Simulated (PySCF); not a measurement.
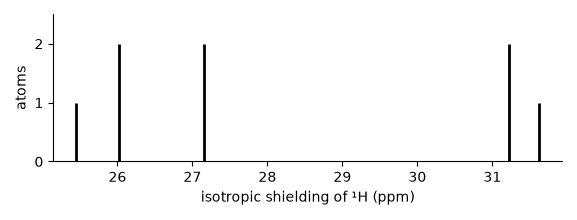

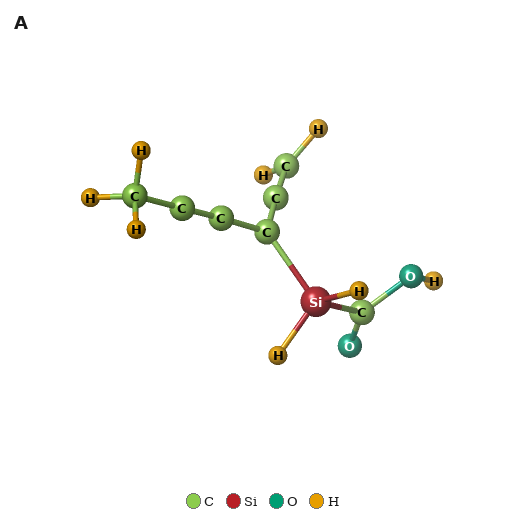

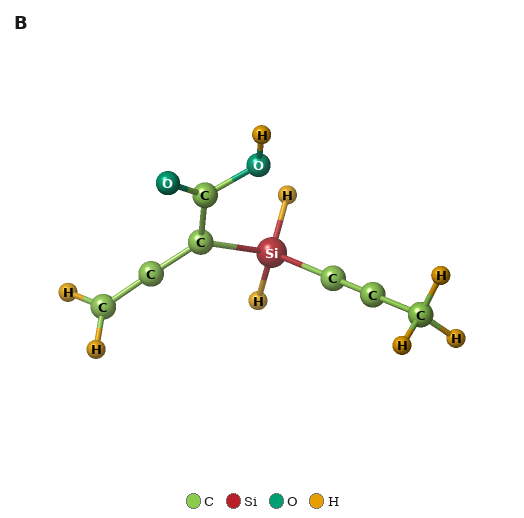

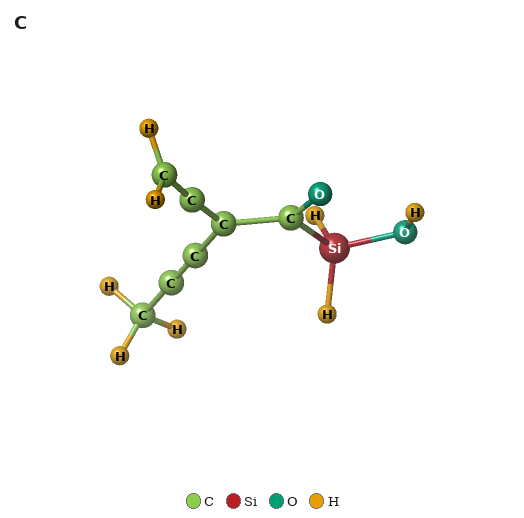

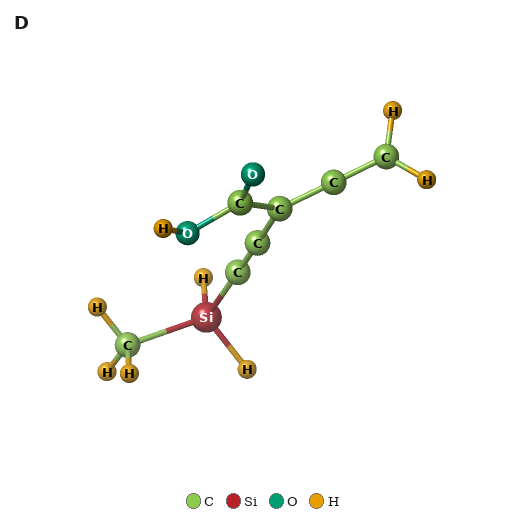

The sticks are computed shieldings of one of the molecules, for one fixed geometry (GFN2-xTB) without averaging over rotations. Low shielding means a high chemical shift. Method: GIAO PBE0/pcSseg-1 NMR shielding, non-relativistic, gas phase (PySCF 2.14.0).

> Which molecule gives this pattern?

D, `C=C=C(C#C[SiH2]C)C(=O)O`. Its 8 H atoms give lines at 25.45, 26.02 (2 atoms), 27.16 (2 atoms), 31.22 (2 atoms), 31.62 ppm.

The geometry is semi-empirical. Around Si such bond lengths and angles can be off by a tenth of an ångström or more and by several degrees, and values that hang on the shape move with them.
